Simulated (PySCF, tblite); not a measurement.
# C3H10FPSi2: geometry, infrared bands and NMR shifts

What infrared bands and NMR shifts should C3H10FPSi2 (`C=CC[Si@@H](F)[SiH2]P`) show?

Computed with tblite 0.8.0 and PySCF 2.14.0, with density-fitted response routines of our own, on a single molecule in the gas phase. Atoms are numbered from 0 throughout.

## (1) Starting geometry

17 atoms, charge 0, multiplicity 1; geometry from: force field or distance geometry start.

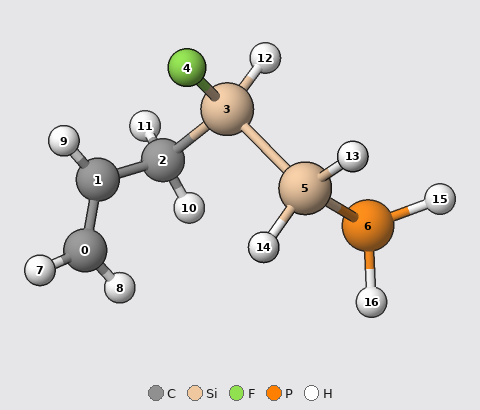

As it starts; carbon grey, silicon light orange, fluorine green, phosphorus orange, hydrogen white, atoms numbered; sticks join atoms by distance.

## (2) Relaxing the molecule with GFN2-xTB

What the job is given:

```
{"job": {"kind": "relax", "xc": "GFN2-xTB", "basis": "xTB"}, "charge": 0, "multiplicity": 1}
C     -2.266400    -1.421100     0.654000
C     -2.237100    -0.169600     0.132900
C     -1.137000     0.074900    -0.858200
Si    -0.009400     1.458300    -0.274600
F     -0.781800     2.511100     0.797200
Si     1.718400     0.492400     0.800200
P      2.867000    -0.572400    -0.758900
H     -3.012000    -1.702100     1.390700
H     -1.554400    -2.156600     0.339600
H     -2.940600     0.595100     0.440400
H     -0.539800    -0.824400    -0.983500
H     -1.622900     0.376200    -1.816600
H      0.497800     2.197300    -1.414600
H      2.582800     1.470900     1.446300
H      1.151700    -0.467300     1.764200
H      4.131900     0.068700    -1.039000
H      3.144500    -1.919200    -0.331100
```

Run with:

```
OMP_NUM_THREADS=1 python probes_run.py task.json out
```

This one command runs all jobs of the session in turn.

**Question.** This job is followed by: GFN2-xTB harmonic vibrations, gas phase; GIAO PBE0/pcSseg-1 NMR shielding, non-relativistic, gas phase. What will the session give for the following? strongest single infrared mode (GFN2-xTB); zero-point energy (GFN2-xTB); 13C shifts against TMS (PBE0/pcSseg-1); 1H shifts against TMS (PBE0/pcSseg-1, means over atoms taken as alike); 29Si shifts against TMS (PBE0/pcSseg-1); 19F shifts against CFCl3 (PBE0/pcSseg-1); 31P shifts against H3PO4 (PBE0/pcSseg-1).

**Answer**, as computed:

| quantity | value |
| --- | --- |
| strongest single infrared mode (GFN2-xTB) | 584 cm⁻¹, 412 km/mol |
| zero-point energy (GFN2-xTB) | 71.6 kcal/mol |
| 13C shifts against TMS (PBE0/pcSseg-1) | 141.9, 124.6, 29.3 ppm |
| 1H shifts against TMS (PBE0/pcSseg-1, means over atoms taken as alike) | 6.38, 5.89, 5.86, 5.51, 4.21, 4.15, 2.38, 1.58, 0.97 ppm |
| 29Si shifts against TMS (PBE0/pcSseg-1) | 34.1, -99.5 ppm |
| 19F shifts against CFCl3 (PBE0/pcSseg-1) | -226.7 ppm |
| 31P shifts against H3PO4 (PBE0/pcSseg-1) | -317.2 ppm |

**Reading.** Over 159 steps the energy fell by 1.015 eV; of the close pairs, Si3–F4 changed most, 1.689 to 1.621 Å. All 45 modes are real, so the xTB geometry is a minimum. The strongest single mode, at 584 cm⁻¹, moves mainly H12. GFN2-xTB is a fitted tight-binding method: band positions and strengths are rough. Its intensities can rank the bands wrongly. C1 (alkene CH) lies farthest downfield among carbon, at 141.9 ppm; an sp2 carbon of a C=C bond. The most deshielded hydrogen is H9 (hydrogen on an alkene CH), at 6.38 ppm: olefinic region. At PBE0/pcSseg-1: The largest span, 243 ppm, is at C1, where the paramagnetic term is -214 ppm.
